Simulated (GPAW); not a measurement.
## How far to go with the plane-wave cutoff: HfC (I4mm, 2 atoms in the cell)

```xyz
2
Lattice="0.0000 2.3316 2.3316 2.3316 0.0000 2.3316 2.3316 2.3316 0.0000" Properties=species:S:1:pos:R:3 pbc="T T T"
Hf     0.0000     0.0000     0.0500
C      2.3316     2.3316     2.3316
```

Level of theory: LDA (Perdew-Wang 92), GPAW PAW datasets LDA (gpaw-data 1.0.1) (plane waves; GPAW 25.7.0).

Base settings: mode = pw; ecut = 950 eV; xc = LDA; kpts = 4 4 4; mesh shift (steps) = 0 0 0; occupations.name = fermi-dirac; occupations.width = 0.1 eV; nbands = -6; convergence.density = 1e-05 e/electron; symmetry.symmorphic = false.

The second cell is the first with its lattice scaled by 0.98.

The mesh stays at the base's, so the ladder's end is converged at best in this setting alone.

Only quantities that move along the ladder and can be compared are tabulated.

The count of work is k-points × plane waves × bands × iterations; it is no time. 

The starting cell has typed, rounded lattice constants, without a prior relaxation at this level. Its lattice was rescaled by up to half a per cent. One atom was moved a little off its site on purpose. Without a gap this mesh is coarse (it stands for a supercell whose shortest vector is 13 Å).

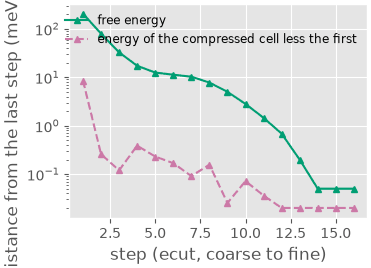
Distance from the last step along the ladder; very small values are drawn at a floor.

| ecut | free energy less the last step's (meV/atom) | energy of the compressed cell less the first (meV/atom) | pressure (GPa) | largest difference of a force vector from the last step's (eV/Å) | count of work / last |
|---|---|---|---|---|---|
| 330 eV | 206.34 | -21.41 | -23.59 | 0.016 | 0.045 |
| 380 eV | 79.22 | -29.69 | -17.88 | 0.002 | 0.064 |
| 430 eV | 32.68 | -30.07 | -15.15 | 0.003 | 0.066 |
| 475 eV | 17.27 | -29.57 | -13.98 | 0.001 | 0.075 |
| 520 eV | 12.52 | -29.72 | -13.47 | 0.001 | 0.11 |
| 570 eV | 11.28 | -29.78 | -13.29 | 0.000 | 0.10 |
| 665 eV | 10.27 | -29.86 | -13.34 | 0.001 | 0.13 |
| 760 eV | 7.78 | -29.80 | -13.44 | 0.001 | 0.18 |
| 855 eV | 5.00 | -29.93 | -13.46 | 0.001 | 0.21 |
| 950 eV | 2.81 | -29.88 | -13.41 | 0.001 | 0.21 |
| 1045 eV | 1.45 | -29.92 | -13.37 | 0.001 | 0.23 |
| 1140 eV | 0.69 | -29.95 | -13.33 | 0.000 | 0.26 |
| 1280 eV | 0.20 | -29.95 | -13.29 | 0.001 | 0.37 |
| 1425 eV | 0.05 | -29.95 | -13.28 | 0.001 | 0.43 |
| 1660 eV | 0.01 | -29.95 | -13.27 | 0.001 | 0.54 |
| 1900 eV | 0.00 | -29.95 | -13.27 | 0.001 | 0.73 |
| 2280 eV | 0.00 | -29.95 | -13.27 | 0.000 | 1.0 |

Coarsest ecut that holds the energy of the compressed cell less the first within 0.5 meV/atom of the last step, with all finer ones: 380 eV, at 0.064 of the last step's count of work; the step before is off by 8.5 meV/atom.

Coarsest ecut that holds the free energy within 0.5 meV/atom of the last step, with all finer ones: 1280 eV, at 0.37 of the last step's count of work; the step before is off by 0.69 meV/atom.

Coarsest ecut that holds the forces within 0.005 eV/Å of the last step, with all finer ones: 380 eV, at 0.064 of the last step's count of work; the step before is off by 0.016 eV/Å.

The energy difference between the two cells stays within 1 meV/atom of the last step's from 380 eV on, the total only from 1140 eV on: much of the error is common to both cells and cancels.

At the lowest cutoff the pressure lies 10.3 GPa under the last step's, the usual sign of Pulay stress in an incomplete plane-wave basis.
